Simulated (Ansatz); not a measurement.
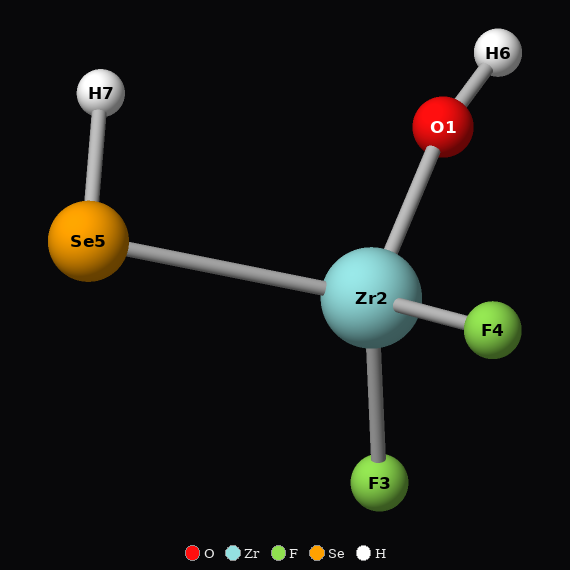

Charge 0, singlet. Harmonic vibrations computed with RKS PBE0-D4/def2-TZVP, core potentials on Zr (Ansatz 0.2.0) at a stationary point of the same level.

**Minimum or transition state?**

A minimum: no imaginary frequency, and the lowest mode lies at 49 cm⁻¹.

**List the wavenumbers.**

15 modes: 49, 116, 118, 151, 170, 178, 209, 268, 321, 435, 666, 670, 751, 2430, 3989 cm⁻¹.
